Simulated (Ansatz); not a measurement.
# Nudged elastic band of Al$_{2}$SiH$_{6}$S (part 2 of 2)

Al$_{2}$SiH$_{6}$S; RKS PBE0-D4/def2-SVP (Ansatz 0.2.0). The run did not end well. It belongs to a series of runs on one base structure; here: band between the two ends.

Geometry of the input (Å):
```
Al -0.9910  1.0985  -0.9498
S  1.1406  1.8098  -1.0788
Al 1.8589  -0.0175  -0.1842
Si -0.0612  -1.0377  0.9673
H  -1.3482  -0.1514  -1.8673
H  -2.0640  2.1272  -0.4002
H  3.3600  -0.5154  -0.1684
H  -0.6503  -2.3265  0.4972
H  -1.1736  0.0016  0.7244
H  0.0120  -1.0397  2.4629
```

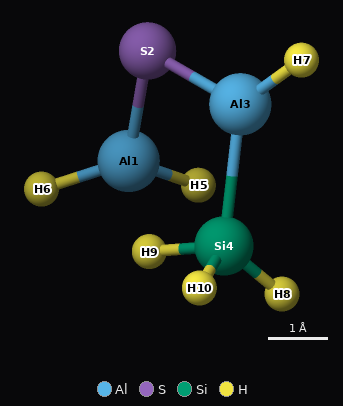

The structure as given in the input (ball-and-stick view, seen at a tilt; atoms are numbered from 1 in the order of the input). Sticks mark near contacts.

```
Unfinished report: {"positions_ang":[[-1.3590465048105587,1.9272808602547253,-0.9679667651246611],[0.804871244652408,2.1320817293921133,-0.7012807450238436],[1.540424083672439,0.24565323849432966,0.1494185608322456],[0.2260042745640064,-1.7488684953428673,0.7109226043973166],[-2.1035217512407023,0.5874074938918912,-0.5723122096147113],[-2.0954838564544906,3.191546768772473,-1.5710191534661806],[3.108767882359941,0.25182743015910336,0.40002515288590607],[0.7737783142244473,-2.9120343397633293,-0.06243091030851302],[-1.2428335033289637,-1.6672116818990244,0.45293469465305775],[0.43023981636147296,-2.0587830039594137,2.164608770769382]],"mean_field":{"relativity":"none","state":{"energy":{"ev":-31982.562611254714,"hartree":-1175.337497404057},"converged":true,"gradient_ev":0.000017960724373144198,"stability":{"kind":"minimum","curvature_ev":23.749446510097677},"curvature_floor_ev":0.00030000000000000003,"spin_squared":-1.4210854715202004e-14},"others":[{"energy":{"ev":-31982.562576031356,"hartree":-1175.3374961096226},"converged":true,"gradient_ev":0.00005080829277941711,"stability":{"kind":"minimum","curvature_ev":23.749446510097677},"curvature_floor_ev":0.00030000000000000003,"spin_squared":-1.7763568394002505e-14}],"fillings":{"estimated":0,"unestimated":0,"tried":0,"untried":1,"excluded_magnetic_sites":0},"n_dropped_functions":0,"n_trapped_functions":0,"passes":{"evaluations":13,"products":10},"factors":{"origin":"Cholesky decomposition","count":1026,"bound_ev":0.0005375397099090858},"gradient_stop_ev":0.00009,"reference_kind":"stationary","functional":{"name":"PBE0","citations":["Adamo & Barone, J. Chem. Phys. 110, 6158 (1999) doi:10.1063/1.478522","Perdew, Burke & Ernzerhof, Phys. Rev. Lett. 77, 3865 (1996) doi:10.1103/PhysRevLett.77.3865"],"text":"name \"PBE0\"\ncite \"Adamo & Barone, J. Chem. Phys. 110, 6158 (1999) doi:10.1063/1.478522\"\ncite \"Perdew, Burke & Ernzerhof, Phys. Rev. Lett. 77, 3865 (1996) doi:10.1103/PhysRevLett.77.3865\"\nparent pbe\nparameter a = 0.25\nparameter kappa = 0.804\nparameter beta = 0.06672455060314922\nexchange = (1 - a)*pbe_x(kappa = kappa, mu = beta*pi^2/3) + a*exact_x\ncorrelation = pbe_c(beta = beta)\n","parameters":{"a":{"value":0.25,"default":0.25},"beta":{"value":0.06672455060314922,"default":0.06672455060314922},"kappa":{"value":0.804,"default":0.804}},"final_grid":{"core_spheres":13.0,"valence_spheres":11.0,"degree":36.0},"final_grid_parameter_source":"default","radial_points_factor":1.0,"radial_grid_error_ev":3.235511906987185e-7,"grid_sensitivity":"normal","grid_sensitivity_ratio":0.001870803151768979},"unsmoothed_excess_ev":-0.00003522332981345155,"symmetry":{"irreps":["A"],"axes":[[0.9745968307800686,0.17743544237027511,0.13666631342181912],[-0.20701638052737578,0.9465496657025846,0.24736197879154764],[-0.08547067114976266,-0.2693703661303338,0.9592363474264406]],"occupied":[{"A":31},{"A":31}]},"held":{"pivots":1026,"left_out":0,"joined":0},"density_repulsion":{"missed_ev":0.000013183331317776095,"excess_ev":0.0,"most_excess_ev":0.0001674,"are_drawn_again":false,"n_first_factors":1026,"energy_change_ev":0.0,"n_dropped_ends":0}},"factors":{"origin":"Cholesky decomposition","count":1026,"bound_ev":0.0005375397099090858},"n_frozen":0,"n_occupied":[31,31],"n_virtual":[71,71],"reference":{"ev":-31982.562611254714,"hartree":-1175.337497404057},"dispersion":{"energy":{"ev":-0.21830783556976455,"hartree":-0.008022664982823191},"switches_in_reach":[]},"total":{"ev":-31982.780919090284,"hartree":-1175.3455200690398},"forces_ev_per_angstrom":[[-0.00009814681667348092,-0.0001964205442884781,-0.000023596703532511622],[0.00007835299098049413,-0.00008016762993092591,0.0007936026409722597],[0.0001872573237771038,0.0006104517349777999,-0.0001902983690062071],[-0.0003327028509277612,-0.00028040173832063683,-0.0001678618136262324],[0.00014296314890724707,0.00009248905403482703,-0.00012132602894935631],[0.000030893516869296214,-0.00021532512649618737,-0.00031513736652728926],[-0.00006255054659038556,-0.00011090116255435111,-0.00028403217683669306],[-0.00020269130369957532,0.00013141302917871927,-0.000029346813465229394],[0.00013130617512369292,0.00013615448079766935,0.00028464710666266163],[0.00012531834607022025,-0.0000872920897173118,0.00005334953869017066]],"charge_distribution":{"dipole_moment_e_ang":[-0.15740055543455342,-0.11784532504751265,0.020587169748232503],"mulliken_charges_e":[0.5399730795856499,-0.4880364038142595,0.5208499021222366,-0.051904692220830384,-0.1558516103912344,-0.136033276537473,-0.11415877656935458,-0.04461930608345299,-0.025600233605141298,-0.04461868248613721],"lowdin_charges_e":[0.17779179157214386,0.10374168187894028,0.08140270407694672,0.12680678902102294,-0.11394395389343259,-0.11356481110108674,-0.10929354834937466,-0.05022903713805138,-0.0523822075443503,-0.050329408522797436]},"n_threads":2,"memory_gib":2.556818182580173,"seconds":{"hamiltonian":1.61742675,"orbitals":0.0,"second_order":0.0,"solver_start":0.0,"cycles":0.0,"cycle":0.0,"perturbative":0.0,"full_ci_increment":0.0,"forces":0.0}}
this run last wrote the band of iteration 26 to [file]
Error: NEB band stopped at iteration 26: every band force meets `neb.f_tol`, and the climbing image, 0.11 eV above the higher end point, is dissociated in a way that neither end point is, and its saddle order is undetermined (no order was read). Sites 0 and 8 (counted from 0) are 1.9 times as far apart as at the end point where they are nearer, so the climb may have torn a bond. Start a new band with more images (`neb.images`) or from another path (`neb.initial_path`). A path that does dissociate there converges only with that order determined (see `neb.climbing`), or under `neb.climbing: false`, which gives no saddle point. If the run saves its iterations (`checkpoint.write`), a resume makes this one's close again, and those of its solves that it does not hold; the last `neb_iteration` event holds every image's energy and geometry and what the close read of one, if anything (`data.images[]`: `lagrangian_ev`, `positions_ang`; `data.climbing_image`, where one climbs; `data.climbing_image_order`)
this run wrote the band of iteration 26 to [file] as well, whether or not its events were kept: a new run's `neb.initial_path` can list its `images[].positions_ang`
a run's events are kept only if it was started with --events-out <file>, and are in that file
```

**The last band as extended XYZ (Å, eV, eV/Å)**
```
10
Properties=species:S:1:pos:R:3:forces:R:3 image=0 energy=-31982.88598
Al   -0.9910    1.0985   -0.9498    0.0018   0.0042   0.0070
S     1.1406    1.8098   -1.0788   -0.0003  -0.0030  -0.0018
Al    1.8589   -0.0175   -0.1842   -0.0007   0.0027   0.0012
Si   -0.0612   -1.0377    0.9673   -0.0004  -0.0010  -0.0020
H    -1.3482   -0.1514   -1.8673   -0.0003  -0.0002   0.0008
H    -2.0640    2.1272   -0.4002    0.0024  -0.0025  -0.0044
H     3.3600   -0.5154   -0.1684   -0.0038   0.0017  -0.0007
H    -0.6503   -2.3265    0.4972   -0.0005  -0.0006   0.0000
H    -1.1736    0.0016    0.7244    0.0010  -0.0005  -0.0015
H     0.0120   -1.0397    2.4629    0.0008  -0.0009   0.0013
10
Properties=species:S:1:pos:R:3:forces:R:3 image=1 energy=-31982.79452
Al   -1.0346    1.3183   -1.1949   -0.0018  -0.0092   0.0039
S     1.0971    1.8840   -1.1250    0.0057  -0.0050   0.0010
Al    1.7403    0.0704   -0.0887    0.0015   0.0008  -0.0003
Si   -0.0519   -1.1585    1.0641    0.0285  -0.0122  -0.0023
H    -1.3989   -0.1668   -1.6232    0.0029  -0.0017  -0.0038
H    -2.1218    2.4459   -0.9726   -0.0039  -0.0007   0.0112
H     3.2854   -0.2778   -0.0357   -0.0010   0.0001   0.0003
H    -0.5279   -2.3706    0.3280   -0.0034  -0.0006  -0.0019
H    -1.2335   -0.2292    1.1958   -0.0227   0.0207  -0.0034
H     0.3290   -1.5668    2.4553   -0.0057   0.0077  -0.0046
10
Properties=species:S:1:pos:R:3:forces:R:3 image=2 energy=-31982.81448
Al   -1.1190    1.5000   -1.3148   -0.0073   0.0057  -0.0031
S     0.9811    2.0059   -0.9538    0.0060  -0.0049  -0.0017
Al    1.6546    0.1606    0.0331    0.0004   0.0039   0.0006
Si    0.0208   -1.3336    1.0955    0.0001  -0.0045  -0.0019
H    -1.5562   -0.0257   -1.2759   -0.0046   0.0030   0.0084
H    -2.1111    2.6799   -1.6693    0.0023   0.0038  -0.0137
H     3.2250   -0.0636    0.0741   -0.0014   0.0038   0.0041
H    -0.4390   -2.4130    0.1647    0.0000   0.0015  -0.0010
H    -1.1875   -0.5684    1.5456   -0.0019  -0.0050   0.0108
H     0.6145   -1.9932    2.3038    0.0065  -0.0072  -0.0025
10
Properties=species:S:1:pos:R:3:forces:R:3 image=3 energy=-31982.83047
Al   -1.1811    1.5680   -1.3217    0.0163   0.0036  -0.0004
S     0.9395    2.0025   -0.9989   -0.0046  -0.0020   0.0043
Al    1.6102    0.2858    0.2007   -0.0070   0.0026  -0.0039
Si    0.0823   -1.4723    0.9836   -0.0107   0.0114   0.0061
H    -1.7806    0.1957   -0.8021   -0.0101  -0.0063   0.0067
H    -2.0323    2.6595   -2.0870   -0.0013   0.0045  -0.0065
H     3.1628    0.2998    0.5316   -0.0014  -0.0011  -0.0012
H    -0.4815   -2.2702   -0.1513    0.0029   0.0009   0.0013
H    -1.0619   -0.9042    1.7676    0.0150  -0.0087  -0.0096
H     0.8257   -2.4158    1.8804    0.0007  -0.0048   0.0032
10
Properties=species:S:1:pos:R:3:forces:R:3 image=4 energy=-31982.80173
Al   -1.2716    1.7582   -1.1934    0.0015   0.0078  -0.0057
S     0.8446    2.1149   -0.7655    0.0094   0.0152   0.0040
Al    1.5611    0.2743    0.1952    0.0038   0.0006   0.0023
Si    0.1552   -1.6105    0.8976   -0.0272  -0.0047   0.0017
H    -1.9102    0.3359   -0.9197   -0.0048  -0.0274  -0.0073
H    -2.0772    2.9773   -1.8001   -0.0016   0.0000  -0.0032
H     3.1321    0.2523    0.4244    0.0001   0.0014   0.0013
H     0.1860   -2.6815   -0.1530   -0.0133   0.0136  -0.0006
H    -1.2756   -1.2705    1.1713    0.0242   0.0045   0.0111
H     0.7388   -2.2015    2.1460    0.0079  -0.0111  -0.0037
10
Properties=species:S:1:pos:R:3:forces:R:3 image=6 energy=-31982.80046
Al   -1.3528    1.9634   -0.6773    0.0019  -0.0040   0.0068
S     0.8285    2.1511   -0.6775   -0.0044   0.0020  -0.0043
Al    1.5714    0.2401    0.1115    0.0014  -0.0033  -0.0009
Si    0.2234   -1.7812    0.4638    0.0054   0.0003  -0.0015
H    -2.0430    0.6838   -0.0464    0.0036   0.0044   0.0111
H    -2.1584    3.1750   -1.2998    0.0002  -0.0031   0.0018
H     3.1263    0.2496    0.4340   -0.0007  -0.0007  -0.0044
H     1.0497   -2.9749    0.0872    0.0044  -0.0017   0.0113
H    -1.0522   -1.8383   -0.3124    0.0023  -0.0027  -0.0183
H    -0.1097   -1.9195    1.9197   -0.0141   0.0088  -0.0017
10
Properties=species:S:1:pos:R:3:forces:R:3 image=7 energy=-31982.83004
Al   -1.3277    1.9263   -0.4510    0.0040   0.0040   0.0061
S     0.8370    2.2395   -0.3876   -0.0003  -0.0051  -0.0019
Al    1.6191    0.2434    0.0999    0.0022  -0.0014   0.0020
Si    0.1981   -1.7504    0.3036   -0.0015   0.0049   0.0052
H    -1.9230    0.4972   -0.1066    0.0018  -0.0017   0.0010
H    -2.2178    3.1782   -0.8310   -0.0034  -0.0054   0.0002
H     3.1927    0.2055    0.3057    0.0012   0.0000  -0.0033
H     1.0625   -2.9665    0.4520    0.0007   0.0025   0.0028
H    -0.6752   -1.9538   -0.8949    0.0008  -0.0012  -0.0085
H    -0.6825   -1.6705    1.5129   -0.0053   0.0034  -0.0036
10
Properties=species:S:1:pos:R:3:forces:R:3 image=8 energy=-31982.81412
Al   -1.2695    1.8567   -0.3664   -0.0015   0.0029  -0.0074
S     0.8884    2.2364   -0.3454    0.0009   0.0010  -0.0003
Al    1.6172    0.2707    0.3125   -0.0039  -0.0031  -0.0016
Si    0.1740   -1.7071    0.1115    0.0020   0.0004   0.0026
H    -1.8419    0.6497    0.4907   -0.0033  -0.0037  -0.0077
H    -2.1854    2.8458   -1.1940   -0.0009   0.0160   0.0115
H     3.1202    0.2294    0.8198   -0.0008   0.0011  -0.0029
H     0.9939   -2.9392   -0.1265    0.0053  -0.0046   0.0072
H    -0.7700   -1.5622   -1.0449    0.0021  -0.0100  -0.0032
H    -0.6439   -1.9313    1.3457    0.0002  -0.0001   0.0016
10
Properties=species:S:1:pos:R:3:forces:R:3 image=9 energy=-31982.79491
Al   -1.1743    1.6452   -0.3125    0.0004  -0.0068   0.0020
S     0.9387    2.2611   -0.1385    0.0028  -0.0011   0.0008
Al    1.6564    0.2929    0.4809    0.0011   0.0036   0.0015
Si    0.1162   -1.5632   -0.0004   -0.0013   0.0023  -0.0007
H    -1.7989    0.7817    0.8647    0.0013   0.0045   0.0057
H    -2.0299    2.2197   -1.5131    0.0018  -0.0123  -0.0068
H     3.1206    0.1570    1.0713   -0.0012  -0.0005   0.0019
H     0.8064   -2.7542   -0.5930   -0.0037   0.0035  -0.0074
H    -0.8698   -1.0765   -1.0375   -0.0018   0.0081   0.0035
H    -0.6821   -2.0148    1.1811    0.0005  -0.0013  -0.0006
10
Properties=species:S:1:pos:R:3:forces:R:3 image=10 energy=-31982.88596
Al   -0.8055    1.5405   -0.2327   -0.0066   0.0121   0.0029
S     1.0173    1.5153   -1.5521    0.0064  -0.0037  -0.0023
Al    1.7566   -0.2641   -0.5814   -0.0021   0.0064  -0.0039
Si   -0.1691   -1.2977    0.5480    0.0035  -0.0024   0.0013
H    -0.5264    1.8227    1.3082    0.0025  -0.0046   0.0006
H    -2.2038    1.7920   -0.9339    0.0004  -0.0006  -0.0038
H     3.2231   -0.8434   -0.6988    0.0008  -0.0007   0.0006
H    -0.6345   -2.5977   -0.0309   -0.0003  -0.0036   0.0003
H    -1.3227   -0.3605    0.1391   -0.0034  -0.0012   0.0024
H    -0.2517   -1.3582    2.0373   -0.0012  -0.0017   0.0021
```

**What the run reported**

```tsv
quantity	value
outcome	not converged
barrier, forward (band not converged)	0.105 eV
barrier, backward	0.105 eV
wall time	6.4 min (CPU time 12 min)
peak memory	0.25 GiB
```

**What went wrong**

The run did not converge: “NEB band stopped at iteration 26: every band force meets `neb.f_tol`, and the climbing image, 0.11 eV above the higher end point, is dissociated in a way that neither end point is, and its saddle order is undetermined (no order was read). Sites 0 and 8 (counted from 0) are 1.9 times as far apart as at the end point where they are nearer, so the climb may have torn a bond …” Its last values are not results.
